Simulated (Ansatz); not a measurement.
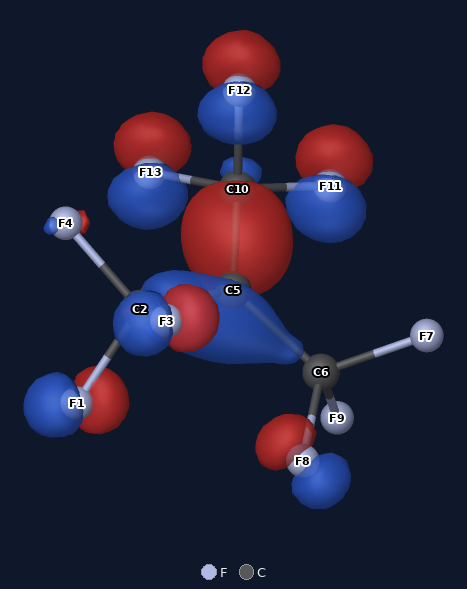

Figure. C4F9 (charge −1). The HOMO−1 at ±0.2 Å⁻³ᐟ² (blue and red are the two phases), seen at a tilt.

Geometry: PBE0-D4/def2-TZVPD.

Method: RKS PBE0-D4/def2-TZVPPD (Ansatz).

Input

```
crystal:
  periodic: [false, false, false]
  atoms:
    - {symbol: F, position_ang: [-1.856680, -0.950055, -1.170777]}
    - {symbol: C, position_ang: [-0.680461, -0.241114, -1.254663]}
    - {symbol: F, position_ang: [-1.067461, 0.880399, -1.951365]}
    - {symbol: F, position_ang: [0.089055, -0.940518, -2.116605]}
    - {symbol: C, position_ang: [0.000190, 0.000471, -0.000196]}
    - {symbol: C, position_ang: [-0.664822, 0.736394, 1.054079]}
    - {symbol: F, position_ang: [-0.040916, 1.892692, 1.462329]}
    - {symbol: F, position_ang: [-1.908503, 1.118807, 0.691746]}
    - {symbol: F, position_ang: [-0.830970, 0.062175, 2.241913]}
    - {symbol: C, position_ang: [1.345385, -0.495037, 0.200481]}
    - {symbol: F, position_ang: [1.819708, -0.177725, 1.424654]}
    - {symbol: F, position_ang: [2.292944, -0.028277, -0.681115]}
    - {symbol: F, position_ang: [1.502552, -1.858201, 0.099530]}
basis:
  gaussian: {orbitals: "def2-TZVPPD.json"}
total_charge: -1
hamiltonian: {xc: pbe0, dispersion: d4}
output: {orbitals: {seedname: orbitals}}
```

Command:

```sh
ansatz run in.yaml --threads 4 --pin off --events-out ev --progress --plain --max-ram 66560MiB --backend cuda --devices 0, --max-vram 37GiB
```

**Describe this orbital and give its energy.**

It lies mainly on C5 (about 20 %), F12 (about 10 %), F13 (about 10 %), F11 (about 10 %), C10 (about 10 %), C2 (about 5 %), F3 (about 5 %), F1 (about 5 %) and F8 (about 5 %). It is one of a degenerate set, so its orientation is arbitrary. Its energy is −6.75 eV.
